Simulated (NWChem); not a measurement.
# [BF2]+ (SMILES F[B+]F): levels of theory compared

Aim: a comparison of 6 runs (HF/def2-SVP, SVWN5/pcseg-2, B3LYP/6-31G*, M06-2X/def2-SVP, M06-2X/def2-TZVP) of [BF2]+. 

Program for the calculation: NWChem 7.3.0.

## Step 1: Starting point

[BF2]+ has 3 atoms, charge +1, and is taken as a singlet. As SMILES, `F[B+]F`. Geometry: relaxed at GFN2-xTB.

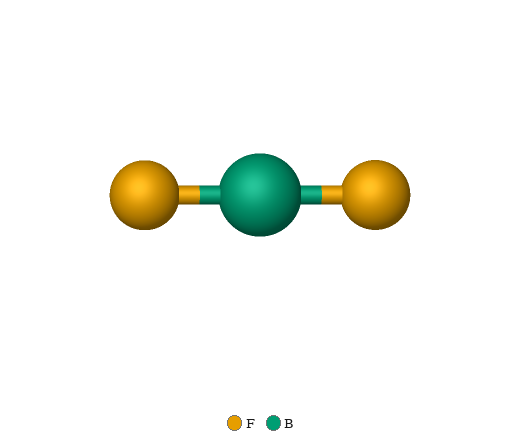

Viewed from a chosen angle; fluorine amber, boron teal.

## Step 2: Energy and gradient at HF/def2-SVP (run 1)

The input, work.xyz:

```xyz
3

F      0.327370     1.133870     0.305680
B      0.000740    -0.000320     0.000370
F     -0.328120    -1.133550    -0.306050
```

The input, run.py:

```python
from ase.io import read
from ase.calculators.nwchem import NWChem

mol = read('work.xyz')

calc = NWChem(
    label='work',
    theory='scf',
    memory='2200 mb',
    basis='def2-SVP',
    basispar='spherical bse',
    charge=1,
    scf={'nopen': '0', 'rhf': None, 'thresh': '1e-08', 'maxiter': '80'},
)
mol.calc = calc

forces = mol.get_forces()
e = mol.get_potential_energy()
print(f"E = {e:.6f} eV")
print("forces (eV/A):")
for s, f in zip(mol.symbols, forces):
    print(f"{s:2s} {f[0]:10.5f} {f[1]:10.5f} {f[2]:10.5f}")
print("dipole (e A):", mol.get_dipole_moment().round(4))
```

Command:

```sh
export ASE_NWCHEM_COMMAND="nwchem PREFIX.nwi > PREFIX.nwo"
python run.py
```

Log:

```text
E = -6071.593604 eV
forces (eV/A):
F    -0.13606   -0.48717   -0.12881
B    -0.00823    0.00463   -0.00401
F     0.14429    0.48254    0.13282
dipole (e A): [ 0.0014 -0.0006  0.0007]
```

The calculator wrote work.nwi:

```
title "work"

permanent_dir work

scratch_dir work

start work

geometry units angstrom nocenter noautosym noautoz
  F  3.2736999999999999e-01 1.1338699999999999e+00 3.0568000000000001e-01
  B  7.3999999999999999e-04 -3.2000000000000003e-04 3.6999999999999999e-04
  F  -3.2812000000000002e-01 -1.1335500000000001e+00 -3.0604999999999999e-01
end

charge 1

memory 2200 mb

basis spherical bse noprint
   * library def2-SVP
end

scf
  nopen 0
  rhf
  thresh 1e-08
  maxiter 80
end

task scf gradient
```

work.nwo:

```text
Northwest Computational Chemistry Package (NWChem) 7.3.0
             --------------------------------------------------------

           Job information
           ---------------

    nwchem branch   = 7.3.0
    use scalapack   = T
    input           = work.nwi
    prefix          = work.
    data base       = work/work.db
    status          = startup
    nproc           =        1

           Memory information
           ------------------

[... 5 lines left out ...]
    hardfail = no
[... 115 lines left out ...]
         Quadratically convergent ROHF
[... 15 lines left out ...]
       Final RHF  results
[... 4 lines left out ...]
      Two-electron energy =    135.197894126841
[... 30 lines left out ...]
                       ROHF Final Molecular Orbital Analysis
[... 208 lines left out ...]
                 ----------------------------------------
                 |  Time  |  1-e(secs)   |  2-e(secs)   |
                 ----------------------------------------
                 |  CPU   |       0.00   |       0.14   |
                 ----------------------------------------
                 |  WALL  |       0.00   |       0.14   |
                 ----------------------------------------

 Task  times  cpu:        0.6s     wall:        0.6s
 Total times  cpu:        0.7s     wall:        0.7s
```

Wall time 1.6 s (1 thread of Intel Xeon 6975P-C (Granite Rapids), shared host); peak memory 0.1 GiB.

## Step 3: Energy and gradient at SVWN5/pcseg-2 (run 2)

The input, mymol.xyz:

```xyz
3

F      0.327370     1.133870     0.305680
B      0.000740    -0.000320     0.000370
F     -0.328120    -1.133550    -0.306050
```

The input, run.py:

```python
from ase.io import read
from ase.calculators.nwchem import NWChem

system = read('mymol.xyz')

calc = NWChem(
    label='mymol',
    theory='dft',
    memory='2200 mb',
    basis='pcseg-2',
    basispar='spherical bse',
    charge=1,
    dft={'xc': 'slater vwn_5', 'mult': '1', 'grid': 'fine', 'convergence': 'energy 1e-08', 'iterations': '100', 'mulliken': None, 'print': 'low'},
)
system.calc = calc

forces = system.get_forces()
e = system.get_potential_energy()
print(f"E = {e:.6f} eV")
print("forces (eV/A):")
for s, f in zip(system.symbols, forces):
    print(f"{s:2s} {f[0]:10.5f} {f[1]:10.5f} {f[2]:10.5f}")
```

Command:

```sh
export ASE_NWCHEM_COMMAND="nwchem PREFIX.nwi > PREFIX.nwo"
python run.py
```

Log:

```text
E = -6063.038387 eV
forces (eV/A):
F     0.12964    0.43673    0.11966
B    -0.00576    0.00355   -0.00278
F    -0.12388   -0.44022   -0.11693
```

The calculator wrote mymol.nwi:

```
title "mymol"

permanent_dir mymol

scratch_dir mymol

start mymol

geometry units angstrom nocenter noautosym noautoz
  F  3.2736999999999999e-01 1.1338699999999999e+00 3.0568000000000001e-01
  B  7.3999999999999999e-04 -3.2000000000000003e-04 3.6999999999999999e-04
  F  -3.2812000000000002e-01 -1.1335500000000001e+00 -3.0604999999999999e-01
end

charge 1

memory 2200 mb

basis spherical bse noprint
   * library pcseg-2
end

dft
  xc slater vwn_5
  mult 1
  grid fine
  convergence energy 1e-08
  iterations 100
  mulliken
  print low
end

task dft gradient
```

mymol.nwo:

```text
Northwest Computational Chemistry Package (NWChem) 7.3.0
             --------------------------------------------------------

           Job information
           ---------------

    nwchem branch   = 7.3.0
    use scalapack   = T
    input           = mymol.nwi
    prefix          = mymol.
    data base       = mymol/mymol.db
    status          = startup
    nproc           =        1

           Memory information
           ------------------

[... 5 lines left out ...]
    hardfail = no
[... 35 lines left out ...]
            Nuclear Dipole moment (a.u.)
[... 71 lines left out ...]
         Total DFT energy =     -222.812552857681
[... 1 line left out ...]
           Coulomb energy =      159.044794948134
[... 1 line left out ...]
 Nuclear repulsion energy =       56.645165858149
[... 25 lines left out ...]
                         DFT ENERGY GRADIENTS

    atom               coordinates                        gradient
                 x          y          z           x          y          z
   1 F       0.618640   2.142704   0.577651   -0.002521  -0.008493  -0.002327
   2 B       0.001398  -0.000605   0.000699    0.000112  -0.000069   0.000054
   3 F      -0.620057  -2.142099  -0.578351    0.002409   0.008561   0.002274

 Task  times  cpu:        6.5s     wall:        6.5s
 Total times  cpu:        6.6s     wall:        6.6s
```

Run time: 7.5 s. Hardware: 1 thread of Intel Xeon 6975P-C (Granite Rapids), shared host; peak memory 0.12 GiB.

## Step 4: Energy and gradient at B3LYP/6-31G(d) (spherical functions) (run 3)

The input, run.py:

```python
from ase import Atoms
from ase.calculators.nwchem import NWChem

mol = Atoms('FBF', positions=[
    [0.327370, 1.133870, 0.305680],
    [0.000740, -0.000320, 0.000370],
    [-0.328120, -1.133550, -0.306050],
])

calc = NWChem(
    label='mymol',
    theory='dft',
    memory='2200 mb',
    basis='6-31G*',
    basispar='spherical bse',
    charge=1,
    dft={'xc': 'b3lyp', 'mult': '1', 'grid': 'xfine', 'convergence': 'energy 1e-08', 'iterations': '100', 'mulliken': None},
)
mol.calc = calc

forces = mol.get_forces()
e = mol.get_potential_energy()
print(f"E = {e:.6f} eV")
print("forces (eV/A):")
for s, f in zip(mol.symbols, forces):
    print(f"{s:2s} {f[0]:10.5f} {f[1]:10.5f} {f[2]:10.5f}")
print("dipole (e A):", mol.get_dipole_moment().round(4))
```

Command:

```sh
export ASE_NWCHEM_COMMAND="nwchem PREFIX.nwi > PREFIX.nwo"
python run.py
```

Log:

```text
E = -6102.064392 eV
forces (eV/A):
F     0.31635    1.08562    0.29424
B    -0.00406    0.00309   -0.00190
F    -0.31223   -1.08871   -0.29239
dipole (e A): [ 0.0011 -0.0005  0.0005]
```

The calculator wrote mymol.nwi:

```
title "mymol"

permanent_dir mymol

scratch_dir mymol

start mymol

geometry units angstrom nocenter noautosym noautoz
  F  3.2736999999999999e-01 1.1338699999999999e+00 3.0568000000000001e-01
  B  7.3999999999999999e-04 -3.2000000000000003e-04 3.6999999999999999e-04
  F  -3.2812000000000002e-01 -1.1335500000000001e+00 -3.0604999999999999e-01
end

charge 1

memory 2200 mb

basis spherical bse noprint
   * library 6-31G*
end

dft
  xc b3lyp
  mult 1
  grid xfine
  convergence energy 1e-08
  iterations 100
  mulliken
end

task dft gradient
```

mymol.nwo:

```text
Northwest Computational Chemistry Package (NWChem) 7.3.0
             --------------------------------------------------------

           Job information
           ---------------

    nwchem branch   = 7.3.0
    use scalapack   = T
    input           = mymol.nwi
    prefix          = mymol.
    data base       = mymol/mymol.db
    status          = startup
    nproc           =        1

           Memory information
           ------------------

[... 5 lines left out ...]
    hardfail = no
[... 84 lines left out ...]
  convergence criterion.
[... 41 lines left out ...]
          Spatial weights used:  Erf1
[... 34 lines left out ...]
 1-e energy   =    -404.244566
[... 46 lines left out ...]
           Coulomb energy =      159.223706469010
[... 360 lines left out ...]
          Convergence on density requested:  1.00D-05
[... 27 lines left out ...]
          total energy or number of iterations.
[... 34 lines left out ...]
                 ----------------------------------------
                 |  Time  |  1-e(secs)   |  2-e(secs)   |
                 ----------------------------------------
                 |  CPU   |       0.00   |       0.20   |
                 ----------------------------------------
                 |  WALL  |       0.00   |       0.20   |
                 ----------------------------------------

 Task  times  cpu:        2.5s     wall:        2.5s
 Total times  cpu:        2.5s     wall:        2.5s
```

Wall time 3.6 s (1 thread of Intel Xeon 6975P-C (Granite Rapids), shared host); peak memory 0.12 GiB.

Runs 4 to 5 aren't shown in full; the table further down has their settings and results.

## Step 5: Energy and forces at M06-2X/def2-TZVP (run 6)

The input, m1.nw:

```
start m1
memory 2200 mb
charge 1

geometry noautosym nocenter noautoz
  F      0.327370     1.133870     0.305680
  B      0.000740    -0.000320     0.000370
  F     -0.328120    -1.133550    -0.306050
end

basis spherical bse
  * library def2-TZVP
end

dft
  xc m06-2x
  mult 1
  grid fine
  convergence energy 1e-08
  iterations 100
  mulliken
end

task dft gradient
```

Command:

```sh
nwchem m1.nw > m1.out
```

Log:

```text
[...]
          Wavefunction type:  closed shell.
          No. of atoms     :     3
          No. of electrons :    22
[...]
          Charge           :     1
          Spin multiplicity:     1
[...]
          AO basis - number of functions:    93
[...]
              XC Information
              --------------
                       M06-2X Method XC Functional
                     Hartree-Fock (Exact) Exchange  0.540
                        M06-2X Exchange Functional  1.000
                      M06-2X Correlation Potential  1.000
[...]
 d= 0,ls=0.0,diis     1   -224.0204893039 -2.81D+02  1.20D-02  3.46D+00     0.8
[...]
 d= 0,ls=0.0,diis     8   -224.2801948959 -1.53D-09  1.80D-06  1.19D-09     5.3
         Total DFT energy =     -224.280194895932
      One electron energy =     -415.496578449364
           Coulomb energy =      159.240943441351
    Exchange-Corr. energy =      -24.669725746067
 Nuclear repulsion energy =       56.645165858149
[...]
  wavefunction    = closed shell
                         DFT ENERGY GRADIENTS
    atom               coordinates                        gradient
                 x          y          z           x          y          z
   1 F       0.618640   2.142704   0.577651   -0.002174  -0.007252  -0.001999
   2 B       0.001398  -0.000605   0.000699    0.000134  -0.000075   0.000065
   3 F      -0.620057  -2.142099  -0.578351    0.002040   0.007326   0.001934
[...]
```

Run time: 8.7 s. Hardware: 1 thread of Intel Xeon 6975P-C (Granite Rapids), shared host; peak memory 0.12 GiB.

## Step 6: The series

```tsv
run	level	iteration cap	module	energy (Eh)	HOMO energy (eV)	LUMO energy (eV)	HOMO–LUMO gap (eV)	wall time
1	HF/def2-SVP	80	scf	-223.126951	-28.50	-4.68	23.83	1.6 s
2	SVWN5/pcseg-2	100	dft	-222.812553	–	–	–	7.5 s
3	B3LYP/6-31G* (spherical functions)	100	dft	-224.246732	-22.21	-8.40	13.81	3.6 s
4	M06-2X/def2-SVP	100	dft	-224.006731	-24.89	-7.36	17.53	4.5 s
5	B3LYP/6-31G* (Cartesian functions)	100	dft	-224.249564	-22.20	-8.42	13.79	3.9 s
6	M06-2X/def2-TZVP	100	dft	-224.280195	-24.86	-7.45	17.41	8.7 s
```

## Step 7: Outcome

| quantity | value |
| --- | --- |
| run 6: total energy | -224.28019 Eh |
| run 6: HOMO energy | -24.86 eV |
| run 6: LUMO energy | -7.45 eV |
| run 6: HOMO–LUMO gap | 17.41 eV |
| run 6: largest force on an atom | 0.403 eV/Å |

**Reading.** Over runs 1, 3, 4, 5, 6 the HOMO–LUMO gap runs from 13.79 eV (B3LYP/6-31G*) to 23.83 eV (HF/def2-SVP). The two ends differ in method and basis. Totals of different functionals can't be ranked against each other. All runs together took 30 s, the longest 8.7 s.
